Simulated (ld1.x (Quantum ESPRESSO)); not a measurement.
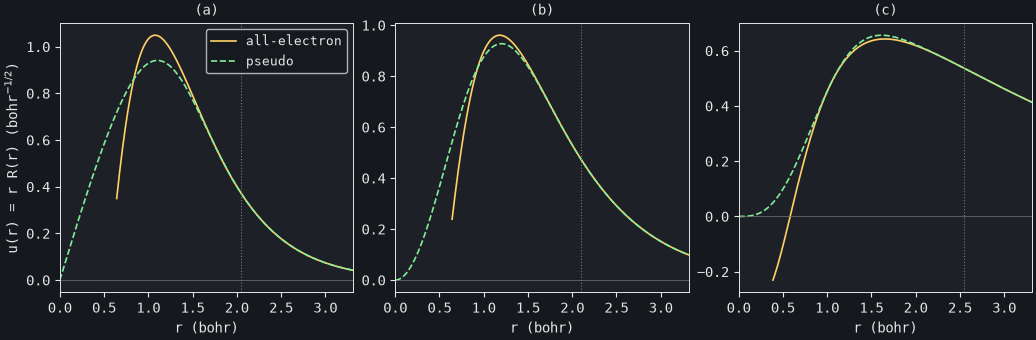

All-electron valence functions (solid) with their pseudo partners (dashed). Dotted lines mark the matching radii. The all-electron curves start outside the innermost oscillations, which aren't drawn.

ld1.x (Quantum ESPRESSO) 7.5, BLYP, scalar-relativistic. The levels are (a) -52.28 eV, (b) -30.34 eV, (c) -2.21 eV.

**Identify the atom and the shell in each panel.**

Zirconium (Zr), core [Ar] 3d10, valence 4s2 4p6 4d3 5s1 5p0 (neutral): (a) 4s, (b) 4p, (c) 4d.

**Are the pseudo-waves norm-conserving?**

Yes. The TM semilocal scheme keeps the all-electron norm inside the radius.

The potential isn't sound: the pseudo-atom misses its own reference levels by up to 1.07 eV.
